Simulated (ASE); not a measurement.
Pair distribution function (Ca-S) of CaS (rock salt), cell Ca32S32, started from the crystal [in the run: it stayed crystalline; mean temperature 296 K (target 300 K); density 2.50 g/cm³, volume +4 % from the start crystal's], from MD at 296 K. Method: the machine-learned potential CHGNet 0.3.0 (ASE). Volume per atom 24.00 Å³, mean pressure -0.1 GPa. 

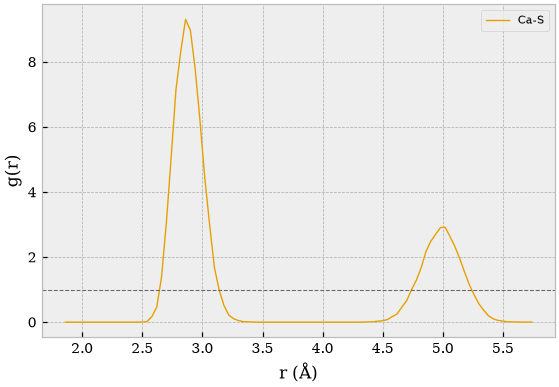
*Pair distribution from the trajectory*

Read off the position and height of the first peak of the Ca-S curve, where the first shell ends and the number of neighbours in it.

first peak at 2.87 Å with height 9; g is nil from 3.4 to 4.4 Å, so any cut there serves; 6.0 S round each Ca and 6.0 Ca round each S in the shell, from n = 4πρ∫r²g(r)dr.
